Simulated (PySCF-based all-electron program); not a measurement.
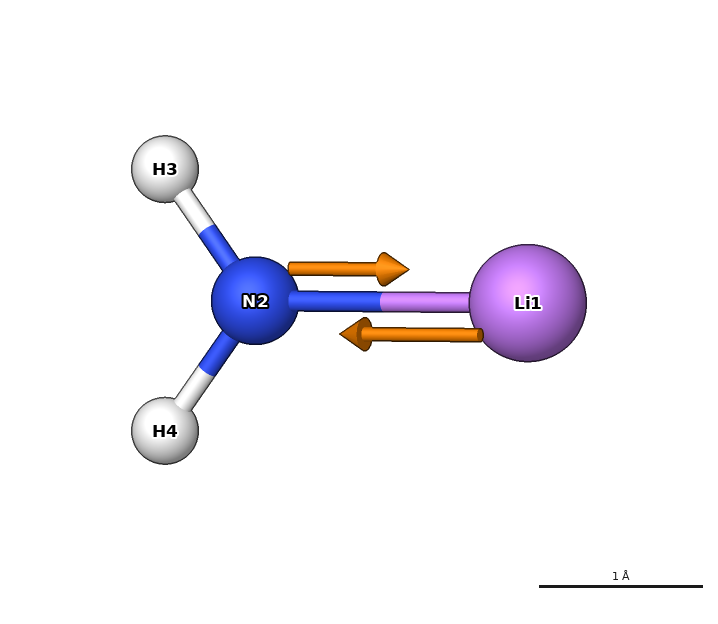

Arrows show the forces on the atoms, 0.7 Å of arrow for 1 eV/Å; forces under a tenth of the largest aren't drawn. Level of theory: PBE, all-electron, scalar-relativistic (Koelling-Harmon), large uncontracted Gaussian sets (PySCF-based all-electron program).

Question: On which atom is the force largest, and how large is it?

Answer: On Li1: 1.42 eV/Å.

Question: Along which bond is the force strongest?

Answer: Li1–N2, now 1.905 Å: the forces pull its atoms together, so a first step downhill shortens it.

List the force components in the frame of the picture (x right, y up, z towards the viewer), in eV/Å.

| atom | Fx | Fy | Fz |
| --- | --- | --- | --- |
| Li1 | −1.25 | 0.01 | −0.67 |
| N2 | 1.05 | −0.01 | 0.57 |
| H3 | 0.10 | 0.00 | 0.05 |
| H4 | 0.10 | −0.01 | 0.05 |
